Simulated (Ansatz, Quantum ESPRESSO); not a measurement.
# Screening and band shifts of 1T-PtS2, 1 layer, part 4 of 6

Wanted: polarisability and gap of 1T-PtS2, 1 layer against a perpendicular field.

Quantum ESPRESSO 7.5; plane-wave DFT, vdW-DF-cx, GBRV ultrasoft pseudopotentials made under PBE; geometry and cross-check by Ansatz 0.2.0 with PAW datasets.

So far. Step 6 (Self-consistent run: field 0.1 V/Å): The dipole goes from -0.0000 to 0.0272 e Å, 0.2721 e Å per V/Å. Step 7 (Potential by pp.x): The slope in the vacuum is 0.100 eV/Å for an applied 0.10 V/Å, as it should be.

### 8. Self-consistent run: field 0.2 V/Å

f2.in reads:

```
&control
  prefix = 'f2'
  outdir = './out'
  pseudo_dir = './pseudo'
  calculation = 'scf'
  tprnfor = .true.
  tefield = .true.
  dipfield = .true.
/
&system
  ibrav = 0
  nat = 3
  ntyp = 2
  ecutwfc = 40
  ecutrho = 200
  input_dft = 'vdw-df-cx'
  occupations = 'smearing'
  smearing = 'fd'
  degauss = 0.004
  edir = 3
  emaxpos = 0.97
  eopreg = 0.04
  eamp = 0.00388938
/
&electrons
  conv_thr = 1e-09
  mixing_beta = 0.4
  electron_maxstep = 120
  mixing_mode = 'plain'
  startingpot = 'file'
/
ATOMIC_SPECIES
  S   32.0600  s_pbe_v1.4.uspp.F.UPF
  Pt  195.0840  pt_pbe_v1.4.uspp.F.UPF
CELL_PARAMETERS angstrom
  3.57420286974912 -0.00000000000000 0.00000000000000
  -1.78710143487456 3.09535048348198 -0.00000000000000
  0.00000000000000 0.00000000000000 19.01408639340000
ATOMIC_POSITIONS crystal
  S   0.666666666667 0.333333333333 0.435362688202
  Pt  -0.000000000000 0.000000000000 0.499999984956
  S   0.333333333333 0.666666666667 0.564637326843
K_POINTS automatic
  12 12 1 0 0 0
```

The run is started by

```console
> cp -r out/f0.save out/f2.save
> OMP_NUM_THREADS=1 mpirun -n 4 pw.x -nk 4 -in f2.in > f2.out
```

What it wrote:

```text
[banner, memory and clock lines left out]
Program PWSCF v.7.5 starts
[...]
number of electrons       =        28.00
     number of Kohn-Sham states=           18
     kinetic-energy cutoff     =      40.0000  Ry
     charge density cutoff     =     200.0000  Ry
[...]
number of k points=    74  Fermi-Dirac smearing, width (Ry)=  0.0040
[...]
Dense  grid:    67889 G-vectors     FFT dimensions: (  32,  32, 162)
[...]
The initial density is read from file :
[...]
negative rho (up, down):  1.725E-01 0.000E+00
[...]
Starting wfcs are   20 randomized atomic wfcs
[...]
negative rho (up, down):  1.726E-01 0.000E+00
[...]
estimated scf accuracy    <       0.03612161 Ry
[...]
negative rho (up, down):  1.726E-01 0.000E+00
[...]
estimated scf accuracy    <       0.43327711 Ry
[...]
negative rho (up, down):  1.725E-01 0.000E+00
[...]
estimated scf accuracy    <       0.00051633 Ry
[...]
negative rho (up, down):  1.725E-01 0.000E+00
[...]
estimated scf accuracy    <       0.00002104 Ry
[...]
negative rho (up, down):  1.725E-01 0.000E+00
[...]
estimated scf accuracy    <       0.00000159 Ry
[...]
negative rho (up, down):  1.725E-01 0.000E+00
[...]
estimated scf accuracy    <       0.00000025 Ry
[...]
negative rho (up, down):  1.725E-01 0.000E+00
[...]
estimated scf accuracy    <       0.00000011 Ry
[...]
negative rho (up, down):  1.725E-01 0.000E+00
[...]
estimated scf accuracy    <       0.00000001 Ry
[...]
negative rho (up, down):  1.725E-01 0.000E+00
[...]
estimated scf accuracy    <          3.6E-09 Ry
[...]
negative rho (up, down):  1.725E-01 0.000E+00
[...]
estimated scf accuracy    <          1.5E-09 Ry
[...]
negative rho (up, down):  1.725E-01 0.000E+00
[...]
Computed dipole along edir(3) :
        Dipole                0.1030 Ry au,          0.2619 Debye
        Dipole field          0.0009 Ry au,
        E field amplitude [Ha a.u.]:  3.8894E-03
        Potential amp.        0.2054 Ry
        Total length         34.4942 bohr
[...]
the Fermi energy is    -1.2972 ev
!    total energy              =    -258.60413671 Ry
     estimated scf accuracy    <          2.1E-11 Ry
     smearing contrib. (-TS)   =      -0.00000000 Ry
     internal energy E=F+TS    =    -258.60413671 Ry
[...]
one-electron contribution =   -1077.47453637 Ry
     hartree contribution      =     541.45054218 Ry
     xc contribution           =     -73.30712583 Ry
     ewald contribution        =     350.72769088 Ry
     electric field correction =      -0.00070757 Ry
     convergence has been achieved in  11 iterations
     negative rho (up, down):  1.725E-01 0.000E+00
[...]
Total force =     0.009022     Total SCF correction =     0.000010
[...]
```

Run time: 2.3 min. Hardware: 4 MPI ranks of Arm Neoverse N1, shared host; peak memory 0.89 GiB; 9.2 min of CPU time.

This step gave:

```
free energy                          : -3518.4885 eV
Fermi energy                         : -1.297 eV
dipole along the normal              : 0.05453 e·Å
valence top, on the run's zero       : -2.192 eV
conduction bottom, on the run's zero : -0.4530 eV
```

The dipole goes from -0.0000 to 0.0545 e Å, 0.2726 e Å per V/Å.

### 9. Potential by pp.x

f2.pot.in reads:

```
&inputpp
  prefix = 'f2'
  outdir = './out'
  filplot = 'f2.pot.dat'
  plot_num = 11
/
```

The run is started by

```console
> OMP_NUM_THREADS=1 mpirun -n 4 pp.x -in f2.pot.in > f2.pot.out
```

The job ended after 31 s (4 MPI ranks; peak memory 0.21 GiB).

Read from the output:

| Quantity | Value |
| --- | --- |
| slope of the potential above | 0.2000 eV/Å |
| upper vacuum line continued to the top atoms, over the valence top | 6.266 eV |
| slope of the potential below | 0.1999 eV/Å |
| lower vacuum line continued to the bottom atoms, over the valence top | 6.666 eV |

The slope in the vacuum is 0.200 eV/Å for an applied 0.20 V/Å, as it should be.

### 10. Band structure: field 0.2 V/Å

f2.bands.in reads:

```
&control
  prefix = 'f2.bands'
  outdir = './out'
  pseudo_dir = './pseudo'
  calculation = 'bands'
  tefield = .true.
  dipfield = .true.
/
&system
  ibrav = 0
  nat = 3
  ntyp = 2
  ecutwfc = 40
  ecutrho = 200
  input_dft = 'vdw-df-cx'
  occupations = 'smearing'
  smearing = 'fd'
  degauss = 0.004
  edir = 3
  emaxpos = 0.97
  eopreg = 0.04
  eamp = 0.00388938
  nbnd = 20
/
&electrons
  conv_thr = 1e-07
  mixing_beta = 0.4
  electron_maxstep = 120
  mixing_mode = 'local-TF'
/
ATOMIC_SPECIES
  S   32.0600  s_pbe_v1.4.uspp.F.UPF
  Pt  195.0840  pt_pbe_v1.4.uspp.F.UPF
CELL_PARAMETERS angstrom
  3.57420286974912 -0.00000000000000 0.00000000000000
  -1.78710143487456 3.09535048348198 -0.00000000000000
  0.00000000000000 0.00000000000000 19.01408639340000
ATOMIC_POSITIONS crystal
  S   0.666666666667 0.333333333333 0.435362688202
  Pt  -0.000000000000 0.000000000000 0.499999984956
  S   0.333333333333 0.666666666667 0.564637326843
K_POINTS crystal_b
4
  0.0000000000 0.0000000000 0.0000000000 14
  0.5000000000 0.0000000000 0.0000000000 14
  0.3333333333 0.3333333333 0.0000000000 14
  0.0000000000 0.0000000000 0.0000000000 1
```

The run is started by

```console
> cp -r out/f2.save out/f2.bands.save
> cp out/f2.xml out/f2.bands.xml
> OMP_NUM_THREADS=1 mpirun -n 4 pw.x -nk 4 -in f2.bands.in > f2.bands.out
```

What it wrote:

```text
[banner, memory and clock lines left out]
Program PWSCF v.7.5 starts
[citation notice left out]

[...]
bravais-lattice index     =            0
     lattice parameter (alat)  =       6.7543  a.u.
     unit-cell volume          =    1419.5840 (a.u.)^3
     number of atoms/cell      =            3
     number of atomic types    =            2
     number of electrons       =        28.00
     number of Kohn-Sham states=           20
     kinetic-energy cutoff     =      40.0000  Ry
     charge density cutoff     =     200.0000  Ry
     Exchange-correlation= VDW-DF-CX
                           (   1   4  27   0   1   0   0)

[...]
PseudoPot. # 1 for S  read from file:
     ./pseudo/s_pbe_v1.4.uspp.F.UPF
     Pseudo is Ultrasoft + core correction, Zval =  6.0
     Generated by new atomic code, or converted to UPF format
     Using radial grid of  907 points,  6 beta functions with:
                l(1) =   0
                l(2) =   0
                l(3) =   1
                l(4) =   1
                l(5) =   2
                l(6) =   2
     Q(r) pseudized with  8 coefficients,  rinner =    1.300   1.300   1.300
                                                       1.300   1.300

     PseudoPot. # 2 for Pt read from file:
     ./pseudo/pt_pbe_v1.4.uspp.F.UPF
     Pseudo is Ultrasoft + core correction, Zval = 16.0
     Generated by new atomic code, or converted to UPF format
     Using radial grid of  985 points,  6 beta functions with:
                l(1) =   0
                l(2) =   0
                l(3) =   1
                l(4) =   1
                l(5) =   2
                l(6) =   2
     Q(r) pseudized with  8 coefficients,  rinner =    1.300   1.300   1.300
                                                       1.300   1.300

     atomic species   valence    mass     pseudopotential
     S                 6.00    32.06000     S ( 1.00)
     Pt               16.00   195.08400     Pt( 1.00)

     No symmetry found

[...]
number of k points=    43  Fermi-Dirac smearing, width (Ry)=  0.0040
[...]
Dense  grid:    67889 G-vectors     FFT dimensions: (  32,  32, 162)

     Smooth grid:    48595 G-vectors     FFT dimensions: (  27,  27, 150)

     The potential is recalculated from file :
     ./out/f2.bands.save/charge-density

     negative rho (up, down):  1.725E-01 0.000E+00

     %%%%%%%%%%%%%%%%%%%%%%%%%%%%%%%%%%%%%%%%%%%%%%%%%%%%%%%%%%%%%%%%%%%%%%%%
     %                                                                      %
     % You are using vdW-DF, which was implemented by the Thonhauser group. %
     % possible and the two reviews that describe the various versions:     %
     %                                                                      %
     %                                                                      %
     % If you are calculating stress with vdW-DF, please also cite:         %
     %                                                                      %
     %                                                                      %
     %%%%%%%%%%%%%%%%%%%%%%%%%%%%%%%%%%%%%%%%%%%%%%%%%%%%%%%%%%%%%%%%%%%%%%%%

     %%%%%%%%%%%%%%%%%%%%%%%%%%%%%%%%%%%%%%%%%%%%%%%%%%%%%%%%%%%%%%%%%%%%%%%%
     %                                                                      %
     %  vdW-DF NEWS:                                                        %
     %                                                                      %
     %  * vdW-DF3 is now available. DOI: 10.1021/acs.jctc.0c00471           %
     %    use with input_dft = 'vdW-DF3-opt1' or 'vdW-DF3-opt2'             %
     %                                                                      %
     %  * Unscreened and range-separated hybrid vdW-DF-cx functionals       %
     %    DOI: 10.1063/1.4986522 and 10.1088/1361-648X/ac2ad2               %
     %    use with input_dft = 'vdW-DF-cx0'    and 'vdW-DF-ahcx'            %
     %  * Unscreened and range-separated hybrid vdW-DF2-b86r functionals    %
     %    DOI: 10.1063/1.4986522 and DOI: 10.1103/PhysRevX.12.041003        %
     %    use with input_dft = 'vdW-DF2-br0' and 'vdW-DF2-ahbr'             %
     %                                                                      %
     %%%%%%%%%%%%%%%%%%%%%%%%%%%%%%%%%%%%%%%%%%%%%%%%%%%%%%%%%%%%%%%%%%%%%%%%

     Adding external electric field

     Computed dipole along edir(3) :
        Dipole                0.1030 Ry au,          0.2619 Debye
        Dipole field          0.0009 Ry au,

        E field amplitude [Ha a.u.]:  3.8894E-03
        Potential amp.        0.2054 Ry
        Total length         34.4942 bohr

     Starting wfcs are   20 randomized atomic wfcs

     Band Structure Calculation
     Davidson diagonalization with overlap

     ethr =  3.57E-10,  avg # of iterations = 52.8

     End of band structure calculation

          k = 0.0000 0.0000 0.0000 (  6061 PWs)   bands (ev):

   -54.9320 -54.9320 -54.8281 -16.1632 -13.9446  -7.7267  -7.7267  -7.3424
    -5.0673  -5.0673  -2.9918  -2.8472  -2.4568  -2.4568   0.9892   0.9892
     2.1394   3.0568   3.2588   3.8916

          k = 0.0357 0.0206 0.0000 (  6059 PWs)   bands (ev):

   -54.9323 -54.9321 -54.8280 -16.1474 -13.9486  -7.7245  -7.7166  -7.3280
    -5.0903  -5.0811  -3.0875  -2.8237  -2.4480  -2.4024   0.9008   0.9658
     2.1615   3.0895   3.2857   3.9739

[...]
```

Run time: 73 s. Hardware: 4 MPI ranks; peak memory 0.51 GiB.

Band numbers count within the set of bands kept for display. Electronic bands along the path, in eV, zero at the highest filled level of the SCF mesh; v1 is the highest filled band, c1 the lowest empty one:

| point | v4 | v3 | v2 | v1 | c1 | c2 | c3 | c4 |
| --- | --- | --- | --- | --- | --- | --- | --- | --- |
| Γ | -0.80 | -0.66 | -0.27 | -0.27 | 3.18 | 3.18 | 4.33 | 5.25 |
| M | -2.14 | -1.99 | -1.70 | -1.35 | 2.76 | 2.96 | 5.49 | 6.72 |
| K | -2.48 | -2.21 | -0.74 | -0.72 | 2.12 | 2.13 | 6.83 | 8.76 |
| Γ | -0.80 | -0.66 | -0.27 | -0.27 | 3.18 | 3.18 | 4.33 | 5.25 |

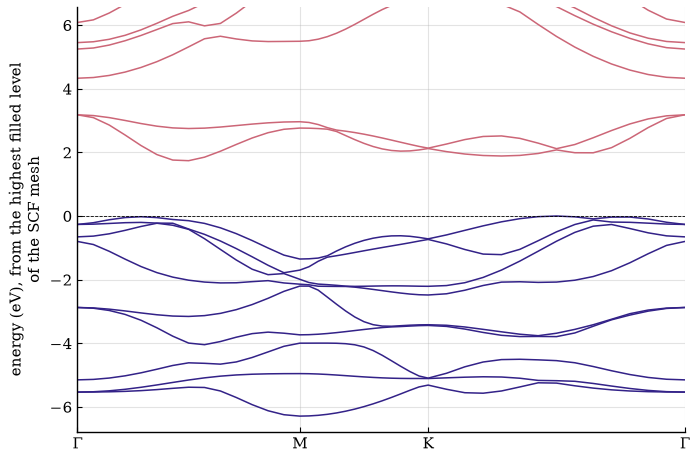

Electronic bands along the path; lines of filled and empty bands in two colours.

Upper empty bands that drop with the field can be states of the vacuum, held by the sawtooth; they depend on the cell's width.

Along this path the valence top lies between K and Γ and the conduction bottom between Γ and M.

### 11. Self-consistent run: field 0.4 V/Å

f3.in is the input of step 8 with these lines changed:

```diff
@@ -1,3 +1,3 @@
 &control
-  prefix = 'f2'
+  prefix = 'f3'
   outdir = './out'
@@ -22,3 +22,3 @@
   eopreg = 0.04
-  eamp = 0.00388938
+  eamp = 0.00777876
 /
```

The run is started by

```console
> cp -r out/f0.save out/f3.save
> OMP_NUM_THREADS=1 mpirun -n 4 pw.x -nk 4 -in f3.in > f3.out
```

What it wrote:

```text
[banner, memory and clock lines left out]
Program PWSCF v.7.5 starts
[...]
number of electrons       =        28.00
     number of Kohn-Sham states=           18
     kinetic-energy cutoff     =      40.0000  Ry
     charge density cutoff     =     200.0000  Ry
[...]
number of k points=    74  Fermi-Dirac smearing, width (Ry)=  0.0040
[...]
Dense  grid:    67889 G-vectors     FFT dimensions: (  32,  32, 162)
[...]
The initial density is read from file :
[...]
negative rho (up, down):  1.725E-01 0.000E+00
[...]
Starting wfcs are   20 randomized atomic wfcs
[...]
negative rho (up, down):  1.726E-01 0.000E+00
[...]
estimated scf accuracy    <       0.14452185 Ry
[...]
negative rho (up, down):  1.726E-01 0.000E+00
[...]
estimated scf accuracy    <       1.65719845 Ry
[...]
negative rho (up, down):  1.725E-01 0.000E+00
[...]
estimated scf accuracy    <       0.00492664 Ry
[...]
negative rho (up, down):  1.725E-01 0.000E+00
[...]
estimated scf accuracy    <       0.00038684 Ry
[...]
negative rho (up, down):  1.725E-01 0.000E+00
[...]
estimated scf accuracy    <       0.00003380 Ry
[...]
negative rho (up, down):  1.725E-01 0.000E+00
[...]
estimated scf accuracy    <       0.00000182 Ry
[...]
negative rho (up, down):  1.725E-01 0.000E+00
[...]
estimated scf accuracy    <       0.00000083 Ry
[...]
negative rho (up, down):  1.725E-01 0.000E+00
[...]
estimated scf accuracy    <       0.00000022 Ry
[...]
negative rho (up, down):  1.725E-01 0.000E+00
[...]
estimated scf accuracy    <       0.00000003 Ry
[...]
negative rho (up, down):  1.725E-01 0.000E+00
[...]
estimated scf accuracy    <          8.6E-09 Ry
[...]
negative rho (up, down):  1.725E-01 0.000E+00
[...]
Computed dipole along edir(3) :
        Dipole                0.2064 Ry au,          0.5245 Debye
        Dipole field          0.0018 Ry au,
        E field amplitude [Ha a.u.]:  7.7788E-03
        Potential amp.        0.4106 Ry
        Total length         34.4942 bohr
[...]
the Fermi energy is    -1.2735 ev
!    total energy              =    -258.60534076 Ry
     estimated scf accuracy    <          4.8E-10 Ry
     smearing contrib. (-TS)   =      -0.00000000 Ry
     internal energy E=F+TS    =    -258.60534075 Ry
[...]
one-electron contribution =   -1077.46177200 Ry
     hartree contribution      =     541.43834867 Ry
     xc contribution           =     -73.30677480 Ry
     ewald contribution        =     350.72769088 Ry
     electric field correction =      -0.00283351 Ry
     convergence has been achieved in  11 iterations
     negative rho (up, down):  1.725E-01 0.000E+00
[...]
Total force =     0.008812     Total SCF correction =     0.000075
[...]
```

Elapsed: 2.3 min, on 4 MPI ranks; peak memory 0.91 GiB; 9.1 min of CPU time.

This step gave:

| Quantity | Value |
| --- | --- |
| free energy | -3518.5049 eV |
| Fermi energy | -1.274 eV |
| dipole along the normal | 0.1092 e·Å |
| valence top, on the run's zero | -2.168 eV |
| conduction bottom, on the run's zero | -0.4310 eV |
| gap by band count | 1.737 eV |

The dipole goes from -0.0000 to 0.1092 e Å, 0.2730 e Å per V/Å.

### 12. Potential by pp.x

f3.pot.in reads:

```
&inputpp
  prefix = 'f3'
  outdir = './out'
  filplot = 'f3.pot.dat'
  plot_num = 11
/
```

The run is started by

```console
> OMP_NUM_THREADS=1 mpirun -n 4 pp.x -in f3.pot.in > f3.pot.out
```

Run time: 31 s. Hardware: 4 MPI ranks; peak memory 0.21 GiB; 2.1 min of CPU time.

Read from the output:

```
slope of the potential above                                          : 0.4000 eV/Å
upper vacuum line continued to the top atoms, over the valence top    : 6.073 eV
slope of the potential below                                          : 0.3999 eV/Å
lower vacuum line continued to the bottom atoms, over the valence top : 6.875 eV
```

The slope in the vacuum is 0.400 eV/Å for an applied 0.40 V/Å, as it should be.

Each curve counts from the valence top of its own run.

The potential energy (potential at 0 V/Å) oscillates, so the rows of the table below give means over windows of 2.5 Å about each position, cut where the curve ends. Its maxima inside the range that stand out by 2 % of the span (Å: eV): 8.8: -8.13, 10.2: -8.13. Its minima: 8.3: -9.99, 9.5: -14.0, 10.7: -9.99.

The runs together. Table of potential energy by z; means over each step:

| z (Å) | potential at 0 V/Å (eV) | potential at 0.1 V/Å (eV) | potential at 0.2 V/Å (eV) | potential at 0.4 V/Å (eV) |
| --- | --- | --- | --- | --- |
| 0.0 | 6.46 | 5.83 | 5.20 | 3.94 |
| 2.5 | 6.46 | 5.99 | 5.51 | 4.56 |
| 5.0 | 6.45 | 6.22 | 5.99 | 5.55 |
| 7.5 | -0.258 | -0.291 | -0.323 | -0.387 |
| 10.0 | -9.89 | -9.89 | -9.89 | -9.89 |
| 12.5 | 5.35 | 5.44 | 5.53 | 5.72 |
| 15.0 | 6.46 | 6.79 | 7.12 | 7.78 |
| 17.5 | 6.46 | 7.00 | 7.54 | 8.63 |

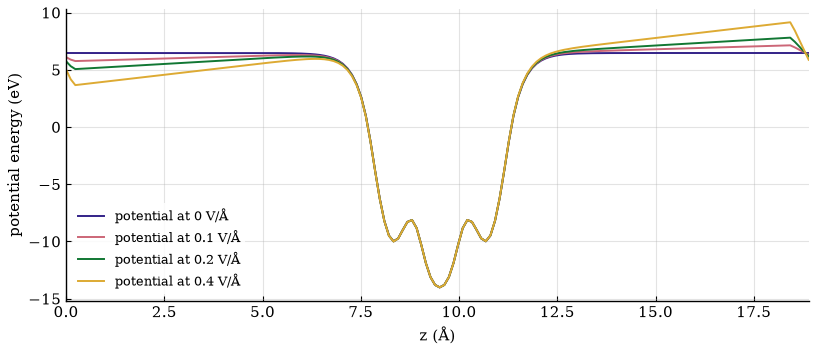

Potential energy, plotted against z.

[end of part 4 of 6]

[Logs are printed without paths, hosts, clocks, repeated set-up lines and the standing remarks that a program may print on its own settings, such as how far it seeks lower states.]

[Hosts, paths, dates, database ids (printed as entryN), source tags and the programs' standing remarks are cut or masked in the printed files.]

[Maps of the electrostatic potential energy from Ansatz leave out the sawtooth potential of an applied field or a dipole correction, so their vacuum need not be flat; planar profiles and work functions include it.]
